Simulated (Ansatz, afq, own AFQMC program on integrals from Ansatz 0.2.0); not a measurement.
**SiH₃O (doublet): AFQMC on the coupled-cluster ladder at distance Si1–O2 = 1.306 Å, cc-pVDZ**

How near does AFQMC come to the top of the ladder for SiH₃O (doublet)?

The runs use Ansatz 0.2.0, Gaussian basis, and an in-house AFQMC program (afq) on its integrals; all values are calculated; cc-pVDZ, frozen cores.

The runs, in order: PBE (unrestricted); r2SCAN (unrestricted); PBE0 (unrestricted); B3LYP (unrestricted); wB97M-V (unrestricted); B2PLYP (unrestricted); CCSD(T) on UHF; Phaseless AFQMC, CISD trial on UHF.

1 further run of the same task is left out (it didn't finish).

## (1) The geometry

The geometry derives from a PBE0/def2-TZVP stationary point (not a proven minimum). One bond is set to the value named and the two fragments are kept rigid.

5 atoms, charge 0, spin multiplicity 2.

Atoms are counted from 1 here; the program's logs count them from 0.

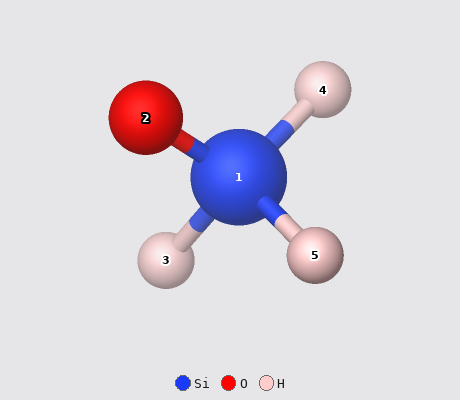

The structure; silicon blue, oxygen red, hydrogen pink; atoms are numbered from 1 in the order of the file.

## (2) PBE (unrestricted)

in.yaml reads:

```yaml
crystal:
  periodic: [false, false, false]
  atoms:
    - {symbol: Si, position_ang: [0.002180, 0.000000, 0.413437]}
    - {symbol: O, position_ang: [-0.018322, 0.000001, -0.892402]}
    - {symbol: H, position_ang: [1.474389, -0.000114, 0.663843]}
    - {symbol: H, position_ang: [-0.622061, 1.217950, 0.990733]}
    - {symbol: H, position_ang: [-0.622249, -1.217854, 0.990733]}
basis:
  gaussian: {orbitals: cc-pVDZ}
magnetization: {spin_polarized: true, initial_magnetization: 1}
hamiltonian: {xc: {name: PBE}}
output: {orbitals: {seedname: orbitals}}
```

Command:

```sh
> ansatz run in.yaml --threads 1 --pin off --events-out ev --progress --plain --max-ram 1382MiB
```

Output:

```text
Functional definition: PBE
  name "PBE"
  cite "Perdew, Burke & Ernzerhof, Phys. Rev. Lett. 77, 3865 (1996) doi:10.1103/PhysRevLett.77.3865"
  parent pbe
  parameter kappa = 0.804
  parameter beta = 0.06672455060314922
  exchange = pbe_x(kappa = kappa, mu = beta*pi^2/3)
  correlation = pbe_c(beta = beta)
547 factors; their error is unknown
mean field evaluation 1: about -9951.3796 eV, gradient 5.0e1 eV
mean field evaluation 2: about -9797.4656 eV, gradient 1.4e2 eV
mean field evaluation 4: about -9958.3653 eV, gradient 1.9e1 eV
mean field evaluation 8: about -9961.0745 eV, gradient 1.0e-1 eV
mean field evaluation 16: about -9961.0539 eV, gradient 4.7e-4 eV
mean field evaluation 32: about -9960.7177 eV, gradient 7.7e-1 eV
mean field -9961.05388532 eV, -366.0619784406 hartree, gradient 5.0e-6 eV, S^2 0.753707; 5 other end points of the search recorded, 0 dependent functions left out
reference -9961.05391330 eV, -366.0619794691 hartree; 13, 12 occupied and 34, 35 virtual orbitals, 547 factors
Total energy: -9961.05391330 eV, -366.0619794691 hartree
```

It took 3 s on 1 thread of Arm Neoverse V1, shared host.

From the report: ⟨S²⟩ of the determinant 0.754 (pure doublet: 0.75).

## (3) r2SCAN (unrestricted)

in.yaml, as its differences from that of step 2:

```diff
@@ -11,3 +11,2 @@
 magnetization: {spin_polarized: true, initial_magnetization: 1}
-hamiltonian: {xc: {name: PBE}}
-output: {orbitals: {seedname: orbitals}}
+hamiltonian: {xc: {name: r2SCAN}}
```

Launched as before.

Output:

```text
Functional definition: r2SCAN
  name "r2SCAN"
  cite "Furness, Kaplan, Ning, Perdew & Sun, J. Phys. Chem. Lett. 11, 8208 (2020) doi:10.1021/acs.jpclett.0c02405"
  cite "Furness, Kaplan, Ning, Perdew & Sun, J. Phys. Chem. Lett. 11, 9248 (2020) doi:10.1021/acs.jpclett.0c03077"
  parent r2scan
  parameter k0 = 0.174
  parameter k1 = 0.065
  parameter a1 = 4.9479
  exchange = r2scan_x(k0 = k0, k1 = k1, a1 = a1)
  correlation = r2scan_c
547 factors; their error is unknown
mean field evaluation 1: about -9957.2644 eV, gradient 4.7e1 eV
mean field evaluation 2: about -9850.1346 eV, gradient 1.3e2 eV
mean field evaluation 4: about -9965.4779 eV, gradient 8.9e0 eV
mean field evaluation 8: about -9965.8537 eV, gradient 9.3e-2 eV
mean field evaluation 16: about -9965.8537 eV, gradient 7.6e-5 eV
mean field evaluation 32: about -9965.5021 eV, gradient 8.0e-1 eV
mean field -9965.85374240 eV, -366.2383699349 hartree, gradient 1.1e-5 eV, S^2 0.758866; 4 other end points of the search recorded, 0 dependent functions left out
reference -9965.85375124 eV, -366.2383702600 hartree; 13, 12 occupied and 34, 35 virtual orbitals, 547 factors
Total energy: -9965.85375124 eV, -366.2383702600 hartree
```

It took 6 s on 1 thread of Arm Neoverse V1, shared host.

From the report: ⟨S²⟩ of the determinant 0.759 (pure doublet: 0.75).

## (4) PBE0 (unrestricted)

in.yaml, as its differences from that of step 3:

```diff
@@ -11,2 +11,3 @@
 magnetization: {spin_polarized: true, initial_magnetization: 1}
-hamiltonian: {xc: {name: r2SCAN}}
+hamiltonian: {xc: {name: PBE0}}
+output: {orbitals: {seedname: orbitals}}
```

Same command.

Output (excerpt; [...] marks lines left out):

```text
Functional definition: PBE0
  name "PBE0"
  cite "Adamo & Barone, J. Chem. Phys. 110, 6158 (1999) doi:10.1063/1.478522"
  cite "Perdew, Burke & Ernzerhof, Phys. Rev. Lett. 77, 3865 (1996) doi:10.1103/PhysRevLett.77.3865"
  parent pbe
[...]
441 factors; integrals over basis functions are off by at most 9.1e-4 eV
[...]
mean field -9961.92779715 eV, -366.0940941080 hartree, gradient 4.9e-6 eV, S^2 0.758337; 1 other end points of the search recorded, 0 dependent functions left out
reference -9961.92781825 eV, -366.0940948836 hartree; 13, 12 occupied and 34, 35 virtual orbitals, 441 factors
Total energy: -9961.92781825 eV, -366.0940948836 hartree
```

It took 2.3 s on 1 thread of Arm Neoverse V1, shared host.

From the report: ⟨S²⟩ of the determinant 0.758 (pure doublet: 0.75).

## (5) B3LYP (unrestricted)

in.yaml, as its differences from that of step 4:

```diff
@@ -11,3 +11,2 @@
 magnetization: {spin_polarized: true, initial_magnetization: 1}
-hamiltonian: {xc: {name: PBE0}}
-output: {orbitals: {seedname: orbitals}}
+hamiltonian: {xc: {name: B3LYP}}
```

The command is unchanged.

Output (excerpt; [...] marks lines left out):

```text
Functional definition: B3LYP
  name "B3LYP"
  cite "Stephens, Devlin, Chabalowski & Frisch, J. Phys. Chem. 98, 11623 (1994) doi:10.1021/j100096a001"
  cite "Becke, Phys. Rev. A 38, 3098 (1988) doi:10.1103/PhysRevA.38.3098"
  cite "Lee, Yang & Parr, Phys. Rev. B 37, 785 (1988) doi:10.1103/PhysRevB.37.785"
  cite "Vosko, Wilk & Nusair, Can. J. Phys. 58, 1200 (1980) doi:10.1139/p80-159"
[...]
441 factors; integrals over basis functions are off by at most 9.1e-4 eV
[...]
mean field -9968.20420319 eV, -366.3247477757 hartree, gradient 1.4e-5 eV, S^2 0.757135; 1 other end points of the search recorded, 0 dependent functions left out
reference -9968.20439935 eV, -366.3247549844 hartree; 13, 12 occupied and 34, 35 virtual orbitals, 441 factors
Total energy: -9968.20439935 eV, -366.3247549844 hartree
```

It took 2.1 s on 1 thread of Arm Neoverse V1, shared host.

From the report: ⟨S²⟩ of the determinant 0.757 (pure doublet: 0.75).

## (6) wB97M-V (unrestricted)

in.yaml, as its differences from that of step 5:

```diff
@@ -11,2 +11,3 @@
 magnetization: {spin_polarized: true, initial_magnetization: 1}
-hamiltonian: {xc: {name: B3LYP}}
+hamiltonian: {xc: {name: wB97M-V}}
+output: {orbitals: {seedname: orbitals}}
```

Same command.

Output (excerpt; [...] marks lines left out):

```text
Functional definition: wB97M-V
  name "wB97M-V"
  cite "Mardirossian & Head-Gordon, J. Chem. Phys. 144, 214110 (2016) doi:10.1063/1.4952647"
  cite "Becke, J. Chem. Phys. 107, 8554 (1997) doi:10.1063/1.475007"
  cite "Vydrov & Van Voorhis, J. Chem. Phys. 133, 244103 (2010) doi:10.1063/1.3521275"
  # Of w^i u^j: cxij and so on, Table III.
[...]
  gx(w, u) = 1 - cx + cx01*u + cx10*w
  gss(w, u) = css00 + css04*u^4 + css10*w + css20*w^2 + css43*w^4*u^3
  gos(w, u) = cos00 + cos10*w + (cos20 + cos21*u)*w^2 + (cos60 + cos61*u)*w^6
[...]
      + integral(e_c_pw_mod_opposite_spin*gos(b97_w_opposite, b97_u_opposite)) + vv10(b, c)
441 factors; integrals over basis functions are off by at most 9.1e-4 eV
148 factors; integrals over basis functions are off by at most 7.6e-6 eV
[...]
mean field -9966.00671273 eV, -366.2439914907 hartree, gradient 1.9e-5 eV, S^2 0.757061; 1 other end points of the search recorded, 0 dependent functions left out
reference -9966.00674500 eV, -366.2439926767 hartree; 13, 12 occupied and 34, 35 virtual orbitals, 441 factors
Total energy: -9966.00674500 eV, -366.2439926767 hartree
```

Run time: 11 s. Hardware: 1 thread of Arm Neoverse V1, shared host.

From the report: ⟨S²⟩ of the determinant 0.757 (pure doublet: 0.75).

## (7) B2PLYP (unrestricted)

in.yaml, as its differences from that of step 6:

```diff
@@ -11,3 +11,3 @@
 magnetization: {spin_polarized: true, initial_magnetization: 1}
-hamiltonian: {xc: {name: wB97M-V}}
-output: {orbitals: {seedname: orbitals}}
+hamiltonian: {xc: {name: B2PLYP}}
+correlation: {electrons: outside_noble_gas}
```

Same command.

Output (excerpt; [...] marks lines left out):

```text
Functional definition: B2PLYP
  name "B2PLYP"
  cite "Grimme, J. Chem. Phys. 124, 034108 (2006) doi:10.1063/1.2148954"
  cite "Becke, Phys. Rev. A 38, 3098 (1988) doi:10.1103/PhysRevA.38.3098"
  cite "Lee, Yang & Parr, Phys. Rev. B 37, 785 (1988) doi:10.1103/PhysRevB.37.785"
[...]
441 factors; integrals over basis functions are off by at most 9.1e-4 eV
[...]
mean field -9959.81710625 eV, -366.0165276481 hartree, gradient 7.5e-6 eV, S^2 0.763946; 4 other end points of the search recorded, 0 dependent functions left out
6 core orbitals not correlated: weight in the atoms' cores, before any rotation towards them, 1.000 or more for the frozen orbitals, at most 0.000 for the correlated occupied ones
reference -9959.81723257 eV, -366.0165322904 hartree; 7, 6 occupied and 34, 35 virtual orbitals, 441 factors
second order -8.54170175 eV of doubles, -0.00000000 eV of singles
Total energy: -9962.12349205 eV, -366.1012857628 hartree
```

Run time: 3.2 s. Hardware: 1 thread of Arm Neoverse V1, shared host.

From the report: ⟨S²⟩ of the determinant 0.764 (pure doublet: 0.75).

## (8) CCSD(T) on UHF

in.yaml, as its differences from that of step 7:

```diff
@@ -11,3 +11,2 @@
 magnetization: {spin_polarized: true, initial_magnetization: 1}
-hamiltonian: {xc: {name: B2PLYP}}
-correlation: {electrons: outside_noble_gas}
+correlation: {method: ccsd_t, electrons: outside_noble_gas, hamiltonian_folder: ham}
```

Launched as before.

Output (excerpt; [...] marks lines left out):

```text
Functional definition: HF
  name "HF"
  cite "Fock, Z. Phys. 61, 126 (1930) doi:10.1007/BF01340294"
  parent pbe
[...]
441 factors; integrals over basis functions are off by at most 9.1e-4 eV
[...]
mean field -9941.52006649 eV, -365.3441238391 hartree, gradient 3.3e-6 eV, S^2 0.767143; 8 other end points of the search recorded, 0 dependent functions left out
determinant -9941.52006649 eV, -365.3441238391 hartree, with singles and doubles -9949.26656257 eV, -365.6288023194 hartree
determinant -9941.20133334 eV, -365.3324106120 hartree, with singles and doubles -9948.87606020 eV, -365.6144516220 hartree
determinant -9939.81068868 eV, -365.2813053635 hartree, with singles and doubles -9947.27871064 eV, -365.5557501082 hartree
determinant -9941.52006649 eV, -365.3441238391 hartree, with singles and doubles -9949.26813262 eV, -365.6288600177 hartree
determinant -9941.20133334 eV, -365.3324106120 hartree, with singles and doubles -9948.87765621 eV, -365.6145102741 hartree
6 core orbitals not correlated: weight in the atoms' cores, before any rotation towards them, 1.000 or more for the frozen orbitals, at most 0.000 for the correlated occupied ones
reference -9941.52006649 eV, -365.3441238391 hartree; 7, 6 occupied and 34, 35 virtual orbitals, 441 factors
second order -6.68592394 eV of doubles, -0.00000000 eV of singles
cycle   1  -7.74806377 eV  change    2.4e-6 eV  update   1.9e-6
perturbative correction -0.15917214 eV, -0.0058494682 hartree
Total energy: -9949.42730240 eV, -365.6347093992 hartree
```

It took 6 s on 1 thread of Arm Neoverse V1, shared host.

From the report: ⟨S²⟩ of the determinant 0.767 (pure doublet: 0.75); correlation -7.9072 eV; T1 0.039; largest double amplitude 0.04.

This run also writes the integrals to the folder ham.

## (9) Phaseless AFQMC, CISD trial on UHF

It reads the integrals that the CCSD(T) run on this determinant wrote.

Command:

```sh
> afq ham --method phaseless --trial cisd --walkers 60 --populations 1 --least-time 40 --time-step 0.005 --steps-per-block 50 --equilibration-blocks 28 --max-blocks 300 --target-error 0.00043 --factor-cut 1e-05 --start spin_pure --seed 7266 --release-times 0.24,0.51,0.99,1.62,2.4 --release-step 0.03 --release-every 4 --taylor-order 6
```

Output:

```text
orbitals 41  electrons 7 6  factors 313 of 441
reference energy -365.34412384 Eh
CCSD correlation -0.28473585 Eh in 14 cycles, weight of the determinant in the CISD state 0.8637
energy of the start -365.628548 Eh
 block  time / (1/Eh)  mean weight  energy / Eh
     1     0.250  1.0027  -365.625089
     2     0.500  0.9968  -365.627458
     3     0.750  0.9986  -365.628219
     4     1.000  0.9993  -365.631515
     5     1.250  1.0049  -365.636730
     6     1.500  0.9995  -365.630654
     7     1.750  1.0025  -365.631192
     8     2.000  1.0005  -365.632825
     9     2.250  1.0003  -365.631846
    10     2.500  1.0015  -365.635302
    17     4.250  0.9996  -365.639728
    25     6.250  1.0000  -365.636359
    33     8.250  0.9989  -365.629111
    41    10.250  0.9987  -365.629858
    49    12.250  0.9997  -365.630871
    57    14.250  1.0009  -365.636978
    65    16.250  0.9985  -365.632642
    73    18.250  1.0038  -365.629250
    81    20.250  0.9978  -365.629185
    89    22.250  1.0002  -365.630681
    97    24.250  0.9998  -365.635758
   105    26.250  0.9984  -365.634031
   113    28.250  1.0003  -365.636393
   121    30.250  0.9971  -365.637042
   129    32.250  1.0007  -365.629248
   137    34.250  1.0005  -365.636742
   145    36.250  1.0014  -365.637808
   153    38.250  1.0025  -365.647587
   161    40.250  1.0029  -365.636990
   169    42.250  1.0019  -365.631206
   177    44.250  1.0004  -365.632448
   185    46.250  1.0020  -365.648742
   193    48.250  1.0004  -365.636294
   201    50.250  0.9998  -365.630321
   209    52.250  0.9998  -365.628826
   217    54.250  1.0019  -365.635949
   225    56.250  0.9998  -365.648386
   233    58.250  1.0005  -365.631764
   241    60.250  1.0007  -365.625000
   249    62.250  1.0004  -365.641414
   257    64.250  1.0028  -365.634504
   265    66.250  0.9976  -365.649576
   273    68.250  1.0009  -365.626908
   281    70.250  1.0022  -365.631683
   289    72.250  1.0012  -365.638379
   297    74.250  1.0023  -365.635354
   305    76.250  1.0010  -365.635050
   313    78.250  1.0014  -365.644355
   321    80.250  1.0012  -365.641125
blocks merged  error / Eh  count
     1  0.000311  300
     2  0.000371  150
     4  0.000464  75
     8  0.000465  37
    16  0.000422  18
    32  0.000392  9
released: time / (1/Eh)  energy / Eh  error  mean overlap
  0.24  -365.636029  0.000511  0.9915
  0.51  -365.636325  0.000404  0.9945
  0.99  -365.636383  0.000533  0.9877
  1.62  -365.635333  0.000554  1.0197
  2.40  -365.636580  0.000967  0.9955
energy -365.635350 +/- 0.000465 Eh
```

It took 12 min on 1 thread of Arm Neoverse V1, shared host.

Energy -9949.4447 ± 0.0127 eV. Caveats: constraint bias not in the error.

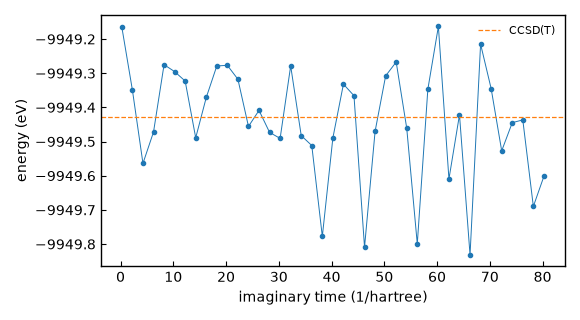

Block energies along the walk.

## (10) All levels side by side

On the UHF determinant, counted from CCSD(T) (a yardstick, not exact):

```csv
level,energy (eV),from CCSD(T) (kcal/mol),statistical error (kcal/mol),time
HF,-9941.5201,+182.35,,
MP2,-9948.2060,+28.16,,
CCSD,-9949.2681,+3.67,,
CCSD(T),-9949.4273,0.00,,
"Phaseless AFQMC, CISD trial, step 0.005, 60 walkers",-9949.4447,-0.40,0.29,12 min
```

The functionals' totals stand on their own zeros and serve differences with other points: PBE -9961.054 eV; r2SCAN -9965.854 eV; PBE0 -9961.928 eV; B3LYP -9968.204 eV; wB97M-V -9966.007 eV; B2PLYP -9962.123 eV.

## (11) What came out

| quantity | value |
| --- | --- |
| Phaseless AFQMC, CISD trial on UHF from CCSD(T) | -0.40 ± 0.29 kcal/mol |

In words: On UHF the phaseless walk with the CISD trial lies -0.40 kcal/mol from CCSD(T), within three error bars. Error bars are statistical and leave out the constraint, the time step and what remains of the start.
